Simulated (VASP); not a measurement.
Band structure of MnV (space group Pm-3m). Level of theory: PBEsol GGA, VASP's PBE PAW potentials (set 64) (plane waves; VASP).

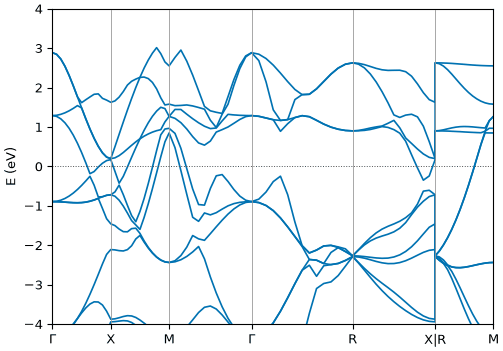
Fig. 1. Bands along high-symmetry lines, zero at the valence-band maximum or, without a gap, the Fermi level

**Question.** Read the plot: is there a gap, and where are the band edges?

**Answer.** It has no gap at this level: it comes out as a metal or semimetal. (Edges off the drawn lines would not show.)

The structure comes from a measured MnV entry (Pm-3m) of the Crystallography Open Database, whose conditions weren't checked. It was relaxed first, which changed the volume by -7 %. The run is not spin-polarised, so no magnetic state was tried.
